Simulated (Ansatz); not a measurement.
## Converging the field response of a TiO2 (110) film

Aim: a convergence study of the equivalent conductor thickness of a TiO2 (110) film, with the cost of each setting.

Main program and level: Ansatz 0.2.0; plane-wave DFT, PBE, Ansatz PAW, in the first sound run; inputs show where later runs differ.

### 1. The structure

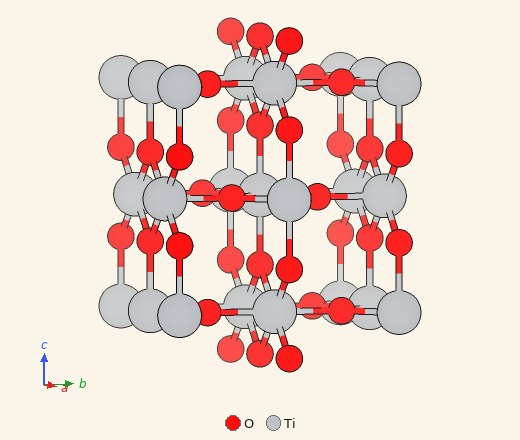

Start, viewed from the side, with the c axis up; oxygen red, titanium light grey. 2×1×1 cells are drawn. Some periodic images of atoms are drawn too.

The cell holds 18 atoms: 12 O and 6 Ti. Its edges and angles: a = 2.959 Å, b = 6.497 Å, c = 27.031 Å, α = 90.0°, β = 90.0°, γ = 90.0°. It derives from TiO2 (rutile TiO2). Vacuum lies along c.

### 2. Run, setting first choice

The first choice: the default cutoff of 420 eV, a 10×4×1 mesh, 18 Å of vacuum, 0.1 V/Å and a tight threshold. Each later run changes one input against this one; other functionals and files bring their own cutoffs.

input.yaml

```yaml
crystal:
  lattice:
    - [2.959, 0.0, 0.0]
    - [0.0, 6.49689711, 0.0]
    - [0.0, 0.0, 27.0306869767]
  atoms:
    - { symbol: O, position: [0.0, 0.5, 0.3329549119] }
    - { symbol: Ti, position: [0.0, 0.0, 0.3798236776] }
    - { symbol: Ti, position: [0.5, 0.5, 0.3798236776] }
    - { symbol: O, position: [0.5, 0.805, 0.3798236776] }
    - { symbol: O, position: [0.5, 0.195, 0.3798236776] }
    - { symbol: O, position: [0.0, 0.5, 0.4266924433] }
    - { symbol: O, position: [0.0, 0.0, 0.4531312343] }
    - { symbol: Ti, position: [0.0, 0.5, 0.5] }
    - { symbol: Ti, position: [0.5, 0.0, 0.5] }
    - { symbol: O, position: [0.5, 0.305, 0.5] }
    - { symbol: O, position: [0.5, 0.695, 0.5] }
    - { symbol: O, position: [0.0, 0.0, 0.5468687657] }
    - { symbol: O, position: [0.0, 0.5, 0.5733075567] }
    - { symbol: Ti, position: [0.0, 0.0, 0.6201763224] }
    - { symbol: Ti, position: [0.5, 0.5, 0.6201763224] }
    - { symbol: O, position: [0.5, 0.805, 0.6201763224] }
    - { symbol: O, position: [0.5, 0.195, 0.6201763224] }
    - { symbol: O, position: [0.0, 0.5, 0.6670450881] }
kpoints:
  mp_grid: { grid: [10, 4, 1] }
hamiltonian:
  xc: pbe
scf:
  occupations: { method: fixed }
  convergence: { dr2_threshold: 1.0e-10 }
efield:
  axis: 3
  dipole_correction: true
  ramp_position: 0.97
  ramp_width: 0.06
  amplitude: 0.1
output:
  write_potential: true
  write_density: true
  volumetric_format: npy
```

On the command line:

```sh
> ansatz run input.yaml --threads 4 --pin off --max-ram 6144MiB --backend cpu --events-out ev --progress --plain --runs-dir out
```

Numbers of over 12 decimals in the logs are rounded to 6 here.

Output:

```text
Engine: ansatz 0.2.0, x86_64-unknown-linux-gnu
Pseudopotentials: kind: paw
Pseudopotential: O, paw, valence charge 6, recommended cutoff 420 eV (normal), O.paw.azcp
Pseudopotential: Ti, paw, valence charge 12, recommended cutoff 420 eV (normal), Ti.paw.azcp
Functional definition: PBE
  parameter kappa = 0.804
  parameter beta = 0.066725
  exchange = pbe_x(kappa = kappa, mu = beta*pi^2/3)
  correlation = pbe_c(beta = beta)
Crystal: 18 atoms, lattice volume = 519.647 Å³
Basis set: ecut = 420 eV, 10071 PW (Γ)
Bands: 90, of which v1, the nominal top of the filled ones, is band 72 counted from 1 (71 counted from 0)
Symmetry: 4 space group operations
k-points: 18 of 40
Non-local potential: O, projectors of the file, l = 0: 2, l = 1: 2, l = 2: 1
Non-local potential: Ti, projectors of the file, l = 0: 3, l = 1: 2, l = 2: 3, l = 3: 1
PAW form: soft (Blöchl's): semilocal exchange-correlation on the pseudo side does not see the compensation charge
PAW one-centre angular grid: O, 110 points (default); XC on 64 Gauss nodes
PAW one-centre angular grid: Ti, 590 points (default); XC on 64 Gauss nodes
Initial density: superposition of atomic densities (neutral atoms: chi_scale 0, normalization atom, screened)
Initial wavefunctions: pseudopotential atomic-orbital guess
Functional: x = pbe(κ = 0.804, μ = 0.219515), c = pbe(β = 0.066725)
SCF iter   1: F=—  HF=-21859.429314 eV  |F-HF|=—  |Δ(HF+E_count)|=         —  Δρ=1.47e-1  dr2=1.24e2  ethr=3.10e-3  p=0.109 e·Å  D=3.79e-2 V/Å  ΔV_dip=-1.02 eV  dr2_dipole=1.76e-3  V_vac-E_F(+/−)=12.71/11.31 eV  ⟨swp⟩=4.1  Hψ=5446  notcnv=0  defer=236
efield: sawtooth ramp at fractional position 0.9700 (set: `efield.ramp_position`, or a place that a band, a saddle search or an elastic batch's reference lends), width 0.0600; the density the first Hamiltonian is built on has a dipole p = 0.109 e·Å; the dipole correction subtracts the counter field D = 3.79e-2 V/Å, which shifts the + side's vacuum level by -1.02 eV against the − side's; the planar-averaged density in the ramp window peaks in size at 1.3e-6 e/Å³
preconditioner: auto → Resta (q_TF=auto, 2.203 Å⁻¹)  ε∞=2.0  [insulator: Δε(μ)=5.849 eV  Ē_g=18.972 eV  n_scr=80 (ndim 8)  ℏωp=18.7 eV  f_vac=0.588  ε∞_Penn≈2.0  vacuum switching on, ρ_ref=2.6e-2 e/Å³]
SCF iter   2: F=—  HF=-21856.399194 eV  |F-HF|=—  |Δ(HF+E_count)|=    3.03e0  Δρ=2.64e-1  dr2=5.66e2  ethr=3.10e-3  p=0.080 e·Å  D=2.78e-2 V/Å  ΔV_dip=-0.75 eV  dr2_dipole=3.23e0  V_vac-E_F(+/−)=8.85/7.18 eV  ⟨swp⟩=5.3  Hψ=4842  notcnv=0  defer=257  κ⁻¹=1.0e0(r=1)
SCF iter   3: F=—  HF=-21838.743810 eV  |F-HF|=—  |Δ(HF+E_count)|=    1.77e1  Δρ=7.01e-2  dr2=7.05e1  ethr=3.10e-3  p=0.415 e·Å  D=1.45e-1 V/Å  ΔV_dip=-3.91 eV  dr2_dipole=5.95e0  V_vac-E_F(+/−)=4.80/6.29 eV  ⟨swp⟩=3.9  Hψ=4508  notcnv=0  defer=268  κ⁻¹=3.8e-2(r=2)
SCF iter   4: F=—  HF=-21834.117162 eV  |F-HF|=—  |Δ(HF+E_count)|=    4.63e0  Δρ=5.24e-2  dr2=2.40e1  ethr=3.10e-3  p=-0.143 e·Å  D=-4.99e-2 V/Å  ΔV_dip=1.35 eV  dr2_dipole=2.73e-1  V_vac-E_F(+/−)=8.55/4.78 eV  ⟨swp⟩=3.2  Hψ=3274  notcnv=0  defer=274  κ⁻¹=4.3e-3(r=3)
SCF iter   5: F=—  HF=-21831.475928 eV  |F-HF|=—  |Δ(HF+E_count)|=    2.64e0  Δρ=3.83e-2  dr2=1.33e1  ethr=3.10e-3  p=0.096 e·Å  D=3.35e-2 V/Å  ΔV_dip=-0.90 eV  dr2_dipole=1.53e-3  V_vac-E_F(+/−)=7.91/6.40 eV  ⟨swp⟩=3.2  Hψ=2118  notcnv=0  defer=261  κ⁻¹=2.5e-4(r=4)
SCF iter   6: F=—  HF=-21829.599028 eV  |F-HF|=—  |Δ(HF+E_count)|=    1.88e0  Δρ=2.11e-2  dr2=5.08e0  ethr=3.10e-3  p=0.183 e·Å  D=6.39e-2 V/Å  ΔV_dip=-1.73 eV  dr2_dipole=7.23e-2  V_vac-E_F(+/−)=7.16/6.47 eV  ⟨swp⟩=2.6  Hψ=2036  notcnv=0  defer=247  κ⁻¹=1.6e-4(r=5)
SCF iter   7: F=—  HF=-21828.826807 eV  |F-HF|=—  |Δ(HF+E_count)|=   7.72e-1  Δρ=8.12e-3  dr2=1.18e0  ethr=3.10e-3  p=0.206 e·Å  D=7.16e-2 V/Å  ΔV_dip=-1.94 eV  dr2_dipole=1.27e-1  V_vac-E_F(+/−)=6.89/6.41 eV  ⟨swp⟩=2.6  Hψ=2384  notcnv=0  defer=238  κ⁻¹=5.7e-5(r=6)
SCF iter   8: F=—  HF=-21828.639325 eV  |F-HF|=—  |Δ(HF+E_count)|=   1.87e-1  Δρ=4.27e-3  dr2=3.22e-1  ethr=8.18e-4  p=0.158 e·Å  D=5.51e-2 V/Å  ΔV_dip=-1.49 eV  dr2_dipole=4.54e-2  V_vac-E_F(+/−)=7.30/6.36 eV  ⟨swp⟩=2.2  Hψ=2362  notcnv=0  defer=247  κ⁻¹=2.1e-5(r=7)
SCF iter   9: F=—  HF=-21828.583408 eV  |F-HF|=—  |Δ(HF+E_count)|=   5.59e-2  Δρ=2.48e-3  dr2=5.92e-2  ethr=2.24e-4  p=0.115 e·Å  D=4.01e-2 V/Å  ΔV_dip=-1.08 eV  dr2_dipole=4.92e-3  V_vac-E_F(+/−)=7.58/6.24 eV  ⟨swp⟩=3.2  Hψ=2143  notcnv=0  defer=285  κ⁻¹=9.0e-6(r=8)
SCF iter  10: F=—  HF=-21828.570854 eV  |F-HF|=—  |Δ(HF+E_count)|=   1.26e-2  Δρ=9.26e-4  dr2=5.46e-3  ethr=4.11e-5  p=0.092 e·Å  D=3.21e-2 V/Å  ΔV_dip=-0.87 eV  dr2_dipole=7.71e-7  V_vac-E_F(+/−)=7.66/6.11 eV  ⟨swp⟩=2.5  Hψ=2595  notcnv=0  defer=282  κ⁻¹=5.9e-6(r=8)
[...]
SCF iter  13: F=—  HF=-21828.570046 eV  |F-HF|=—  |Δ(HF+E_count)|=   3.89e-5  Δρ=9.01e-5  dr2=4.03e-5  ethr=2.09e-7  p=0.092 e·Å  D=3.20e-2 V/Å  ΔV_dip=-0.87 eV  dr2_dipole=2.60e-6  V_vac-E_F(+/−)=7.65/6.09 eV  ⟨swp⟩=2.4  Hψ=2130  notcnv=0  defer=255  κ⁻¹=1.0e-5(r=8)
SCF iter  14: F=—  HF=-21828.570042 eV  |F-HF|=—  |Δ(HF+E_count)|=   4.46e-6  Δρ=4.82e-5  dr2=1.08e-5  ethr=2.80e-8  p=0.093 e·Å  D=3.22e-2 V/Å  ΔV_dip=-0.87 eV  dr2_dipole=2.34e-7  V_vac-E_F(+/−)=7.65/6.10 eV  ⟨swp⟩=2.8  Hψ=2343  notcnv=0  defer=222  κ⁻¹=4.6e-6(r=8)
SCF iter  15: F=—  HF=-21828.570089 eV  |F-HF|=—  |Δ(HF+E_count)|=   4.67e-5  Δρ=1.99e-5  dr2=2.07e-6  ethr=7.50e-9  p=0.092 e·Å  D=3.22e-2 V/Å  ΔV_dip=-0.87 eV  dr2_dipole=2.08e-7  V_vac-E_F(+/−)=7.65/6.09 eV  ⟨swp⟩=2.1  Hψ=2276  notcnv=0  defer=205  κ⁻¹=8.4e-6(r=8)
SCF iter  16: F=—  HF=-21828.570089 eV  |F-HF|=—  |Δ(HF+E_count)|=   2.29e-8  Δρ=9.65e-6  dr2=4.05e-7  ethr=1.44e-9  p=0.093 e·Å  D=3.22e-2 V/Å  ΔV_dip=-0.87 eV  dr2_dipole=2.18e-8  V_vac-E_F(+/−)=7.65/6.09 eV  ⟨swp⟩=2.7  Hψ=2201  notcnv=0  defer=205  κ⁻¹=3.0e-6(r=8)
SCF iter  17: F=—  HF=-21828.570089 eV  |F-HF|=—  |Δ(HF+E_count)|=   7.94e-8  Δρ=4.97e-6  dr2=8.59e-8  ethr=2.81e-10  p=0.092 e·Å  D=3.22e-2 V/Å  ΔV_dip=-0.87 eV  dr2_dipole=5.54e-10  V_vac-E_F(+/−)=7.65/6.09 eV  ⟨swp⟩=2.2  Hψ=2132  notcnv=0  defer=205  κ⁻¹=3.2e-6(r=8)
SCF iter  18: F=—  HF=-21828.570089 eV  |F-HF|=—  |Δ(HF+E_count)|=   7.55e-9  Δρ=1.71e-6  dr2=1.25e-8  ethr=5.97e-11  p=0.092 e·Å  D=3.22e-2 V/Å  ΔV_dip=-0.87 eV  dr2_dipole=3.18e-11  V_vac-E_F(+/−)=7.65/6.09 eV  ⟨swp⟩=2.5  Hψ=2185  notcnv=0  defer=205  κ⁻¹=4.0e-6(r=8)
SCF iter  19: F=—  HF=-21828.570089 eV  |F-HF|=—  |Δ(HF+E_count)|=   2.43e-9  Δρ=9.52e-7  dr2=3.67e-9  ethr=8.70e-12  p=0.092 e·Å  D=3.22e-2 V/Å  ΔV_dip=-0.87 eV  dr2_dipole=3.49e-11  V_vac-E_F(+/−)=7.65/6.09 eV  ⟨swp⟩=2.6  Hψ=2166  notcnv=0  defer=205  κ⁻¹=3.6e-6(r=8)
SCF iter  20: F=—  HF=-21828.570089 eV  |F-HF|=—  |Δ(HF+E_count)|=  5.24e-10  Δρ=3.42e-7  dr2=4.15e-10  ethr=2.55e-12  p=0.092 e·Å  D=3.22e-2 V/Å  ΔV_dip=-0.87 eV  dr2_dipole=1.98e-14  V_vac-E_F(+/−)=7.65/6.09 eV  ⟨swp⟩=2.2  Hψ=2134  notcnv=0  defer=205  κ⁻¹=2.0e-6(r=8)
SCF iter  21: F=—  HF=-21828.570089 eV  |F-HF|=—  |Δ(HF+E_count)|=  6.55e-11  Δρ=1.75e-7  dr2=1.24e-10  ethr=1.00e-12  p=0.092 e·Å  D=3.22e-2 V/Å  ΔV_dip=-0.87 eV  dr2_dipole=4.64e-13  V_vac-E_F(+/−)=7.65/6.09 eV  ⟨swp⟩=2.0  Hψ=2064  notcnv=0  defer=205  κ⁻¹=4.2e-6(r=8)
SCF iter  22: F=-21828.570089 eV  HF=-21828.570089 eV  |F-HF|=4.00e-11  |Δ(HF+E_count)|=  1.35e-10  Δρ=8.13e-8  dr2=2.52e-11  ethr=1.00e-12  p=0.092 e·Å  D=3.22e-2 V/Å  ΔV_dip=-0.87 eV  dr2_dipole=3.99e-13  V_vac-E_F(+/−)=7.65/6.09 eV  ⟨swp⟩=13.3  Hψ=6875  notcnv=0
SCF 1 converged in 22 iterations: F = -21828.570089 eV  dr2 = 2.52e-11
  greatest PAW one-centre occupation: 0.999 electrons in one spin orbital (limit 2), on the Ti atom at site 8 (counted from 0), in its partial waves of l = 0
WARN: The output density's exchange-correlation potential varies sharply where the density is thin. Do not read a vacuum level from v_tot or v_xc, or from such a field of the output density. On a cell that repeats whose density bears no net charge and no dipole along the vacuum's axis use v_es (v_loc + v_h of the components); under efield.dipole_correction with no amplitude use v_es + v_field, which holds any externa [...]
SCF converged after 22 iterations
Stability not checked: this state was not tested for a lower state beside it, because the mixer in use, unlike msr1, does not test its closes by its own steps (another_mixer; see scf.mixing.algorithm and scf.lower_state_search)
Free energy (F): -21828.570089 eV
Harris-Foulkes:  -21828.570089 eV  (|F-HF|=4.00e-11)
Internal energy: -21828.570089 eV  (E = F + TS)
E sigma→0 (E₀):  -21828.570089 eV
Fermi energy:    -0.908801 eV
Dipole field:    D = 0.032202 V/Å  (p = 0.092476 e·Å, saw-weighted, corrected)
Work function:   not extracted (applied field tilts the vacuum); planar V_es + V_field profile in the machine report
Levels:          The Fermi level and band energies are counted from a zero that moves with the ramp; work functions are not
--- Per-component energies (eV) ---
  E_band       = -2649.005374
  E_kinetic    = 3731.497523
  E_local      = -193799.566491  (includes V_loc(G=0)·N_el)
  E_nonlocal   = 592.277227
  E_hartree    = 95060.594015
  E_xc         = -1474.759256
  E_vxc        = -1867.280720  (∫ρ·V_xc dr)
  E_paw        = -8165.625710  (= ΣΔE_a)
  E_vpaw       = -1427.144632  (= ΣTr[D̂ρ^β])
  E_aug_tail   = 0.030312  (compensation charges beyond the density's cutoff)
  E_efield     = -0.007759  (sawtooth field / dipole correction)
  E_vefield    = -0.006270  (∫n·V_field dr)
  E_ewald      = 82226.990049
  E_smearing   = -0.000000  (= −TS)
  E_closure    = -0.000000  (closes the sum)
  Σ components = -21828.570089   (vs F -21828.570089, Δ=0.00e0)
--- Band table (eV; the first three rows and the last of 18) ---
  k-point 0: bands = [... 68 lower, -1.1896, -1.0950, -1.0869, -1.0520, 0.0412, 0.2526, 0.4024, 0.4666, ... 14 higher]
  k-point 1: bands = [... 68 lower, -1.2954, -1.1983, -1.1269, -1.0386, 0.0734, 0.4639, 0.4661, 0.6263, ... 14 higher]
  k-point 2: bands = [... 68 lower, -1.3523, -1.2494, -1.1528, -1.0417, 0.0829, 0.4658, 0.6089, 0.7299, ... 14 higher]
  k-point 17: bands = [... 68 lower, -1.6135, -1.4969, -1.4223, -1.2547, 0.0048, 0.3967, 0.5900, 0.6091, ... 14 higher]
```

It took 12 s on 4 threads of AMD EPYC 9R45, shared host; peak memory 1.7 GiB.

Numbers from this step:

```
gap on the k-mesh                       : 0.9136 eV
dipole along the normal                 : 0.09248 e·Å
equivalent conductor thickness p/(ε₀AE) : 8.704 Å
```

Running mean over 3.248 Å of the planar mean, with the applied field; the ramp of the sawtooth is left out. Table of electron's electrostatic potential energy less the highest filled level by z:

```
z (Å)  electron's electrostatic potential energy less the highest filled level (eV)
    4                                                                          6.36
    5                                                                          6.46
    6                                                                          6.55
    7                                                                          6.35
    8                                                                          4.35
    9                                                                         -1.32
   10                                                                         -4.13
   11                                                                         -4.56
   12                                                                         -4.58
   13                                                                         -4.59
   14                                                                         -4.58
   15                                                                         -4.55
   16                                                                         -4.49
   17                                                                         -4.08
   18                                                                         -1.32
   19                                                                          4.52
   20                                                                          6.76
   21                                                                          7.18
   22                                                                          7.29
   23                                                                          7.39
```

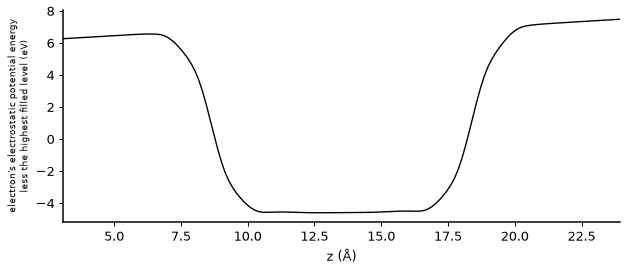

Electron's electrostatic potential energy less the highest filled level, plotted against z.

The dipole corresponds to a conductor 8.704 Å thick.

### 3. Run, box 27 Å

input.yaml: that of step 2 with these lines changed.

```diff
@@ -37,2 +37,4 @@
   amplitude: 0.1
+basis:
+  ecutwfc: "250 eV"
 output:
```

Output:

```text
Warning: basis.ecutwfc = 250 eV is below the records' recommended 420 eV, and the density's cutoff is lower with it unless basis.ecutrho_ratio is high enough to keep the records' density cutoff: compare with a run at a higher cutoff
[...]
k-point 0: bands = [... 68 lower, -1.3056, -1.2116, -1.1923, -1.1222, -0.0274, 0.1873, 0.3264, 0.3730, ... 14 higher]
  k-point 1: bands = [... 68 lower, -1.3676, -1.2705, -1.1922, -1.1038, 0.0130, 0.3786, 0.3882, 0.5388, ... 14 higher]
  k-point 2: bands = [... 68 lower, -1.4083, -1.3121, -1.2210, -1.1251, 0.0330, 0.3832, 0.5272, 0.6523, ... 14 higher]
  k-point 17: bands = [... 68 lower, -1.6935, -1.5776, -1.4545, -1.2867, -0.0482, 0.2951, 0.5232, 0.5374, ... 14 higher]
[key lines of the parts left out:]
SCF converged after 24 iterations
Free energy (F): -21801.457723 eV
Fermi energy:    -0.963306 eV
Dipole field:    D = 0.032144 V/Å  (p = 0.092310 e·Å, saw-weighted, corrected)
```

Run time: 5.9 s. Hardware: 4 threads; peak memory 0.98 GiB.

The dipole corresponds to a conductor 8.689 Å thick, -0.18 % from the first choice, at 0.48 times its CPU time.

### 4. Single point, box 27 Å

input.yaml: that of step 3 with these lines changed.

```diff
@@ -38,3 +38,3 @@
 basis:
-  ecutwfc: "250 eV"
+  ecutwfc: "330 eV"
 output:
```

Output:

```text
[...]
Crystal: 18 atoms, lattice volume = 519.647 Å³
Basis set: ecut = 330 eV, 7087 PW (Γ)
Bands: 90, of which v1, the nominal top of the filled ones, is band 72 counted from 1 (71 counted from 0)
Symmetry: 4 space group operations
k-points: 18 of 40
[...]
k-point 0: bands = [... 68 lower, -1.1941, -1.1047, -1.0910, -1.0594, 0.0274, 0.2391, 0.3880, 0.4540, ... 14 higher]
  k-point 1: bands = [... 68 lower, -1.3017, -1.2051, -1.1408, -1.0477, 0.0602, 0.4511, 0.4527, 0.6126, ... 14 higher]
  k-point 2: bands = [... 68 lower, -1.3588, -1.2564, -1.1673, -1.0518, 0.0684, 0.4514, 0.5961, 0.7146, ... 14 higher]
  k-point 17: bands = [... 68 lower, -1.6233, -1.5070, -1.4329, -1.2653, -0.0083, 0.3854, 0.5750, 0.5942, ... 14 higher]
[key lines of the parts left out:]
SCF converged after 22 iterations
Free energy (F): -21826.172275 eV
Fermi energy:    -0.919597 eV
Dipole field:    D = 0.032204 V/Å  (p = 0.092482 e·Å, saw-weighted, corrected)
```

Run time: 8.4 s. Hardware: 4 threads; peak memory 1.3 GiB.

The dipole corresponds to a conductor 8.705 Å thick, +0.01 % from the first choice, at 0.69 times its CPU time.

### 5. Run, box 27 Å (run 2)

input.yaml: that of step 4 with these lines changed.

```diff
@@ -38,3 +38,3 @@
 basis:
-  ecutwfc: "330 eV"
+  ecutwfc: "600 eV"
 output:
```

Output:

```text
[...]
Crystal: 18 atoms, lattice volume = 519.647 Å³
Basis set: ecut = 600 eV, 17253 PW (Γ)
Bands: 90, of which v1, the nominal top of the filled ones, is band 72 counted from 1 (71 counted from 0)
Symmetry: 4 space group operations
k-points: 18 of 40
[...]
k-point 0: bands = [... 68 lower, -1.1892, -1.0948, -1.0865, -1.0520, 0.0415, 0.2529, 0.4026, 0.4669, ... 14 higher]
  k-point 1: bands = [... 68 lower, -1.2950, -1.1980, -1.1267, -1.0385, 0.0737, 0.4642, 0.4665, 0.6265, ... 14 higher]
  k-point 2: bands = [... 68 lower, -1.3520, -1.2491, -1.1527, -1.0417, 0.0832, 0.4661, 0.6092, 0.7303, ... 14 higher]
  k-point 17: bands = [... 68 lower, -1.6137, -1.4971, -1.4221, -1.2545, 0.0051, 0.3971, 0.5902, 0.6092, ... 14 higher]
[key lines of the parts left out:]
SCF converged after 22 iterations
Free energy (F): -21828.647887 eV
Fermi energy:    -0.908815 eV
Dipole field:    D = 0.032204 V/Å  (p = 0.092481 e·Å, saw-weighted, corrected)
```

It took 21 s on 4 threads; peak memory 2.7 GiB; 81 s of CPU time.

The dipole corresponds to a conductor 8.705 Å thick, +0.00 % from the first choice, at 1.7 times its CPU time.

### 6. Run, box 27 Å (run 3)

input.yaml: that of step 5 with these lines changed.

```diff
@@ -25,3 +25,3 @@
 kpoints:
-  mp_grid: { grid: [10, 4, 1] }
+  mp_grid: { grid: [1, 1, 1] }
 hamiltonian:
@@ -37,4 +37,2 @@
   amplitude: 0.1
-basis:
-  ecutwfc: "600 eV"
 output:
```

Output:

```text
[...]
Crystal: 18 atoms, lattice volume = 519.647 Å³
Basis set: ecut = 420 eV, 10071 PW (Γ)
Bands: 90, of which v1, the nominal top of the filled ones, is band 72 counted from 1 (71 counted from 0)
Symmetry: 4 space group operations
k-points: 1
[...]
Internal energy: -21821.507611 eV  (E = F + TS)
E sigma→0 (E₀):  -21821.507611 eV
Fermi energy:    -1.084836 eV
Dipole field:    D = 0.033633 V/Å  (p = 0.096587 e·Å, saw-weighted, corrected)
Work function:   not extracted (applied field tilts the vacuum); planar V_es + V_field profile in the machine report
[...]
--- Band table (eV) ---
  k-point 0: bands = [... 68 lower, -1.2375, -1.1809, -1.1552, -1.0848, -0.0207, 0.3416, 0.4060, 0.4905, ... 14 higher]
[key lines of the parts left out:]
SCF converged after 22 iterations
Free energy (F): -21821.507611 eV
```

It took 1.1 s on 4 threads; peak memory 0.54 GiB.

The dipole corresponds to a conductor 9.091 Å thick, +4.45 % from the first choice, at 0.075 times its CPU time.

(Continued in part 2 of 3.)

[Logs are printed without paths, hosts, clocks, repeated set-up lines and the standing remarks that a program may print on its own settings, such as how far it seeks lower states.]

[Hosts, paths, dates, database ids (printed as entryN), source tags and the programs' standing remarks are cut or masked in the printed files.]

[Maps of the electrostatic potential energy from Ansatz leave out the sawtooth potential of an applied field or a dipole correction, so their vacuum need not be flat; planar profiles and work functions include it.]
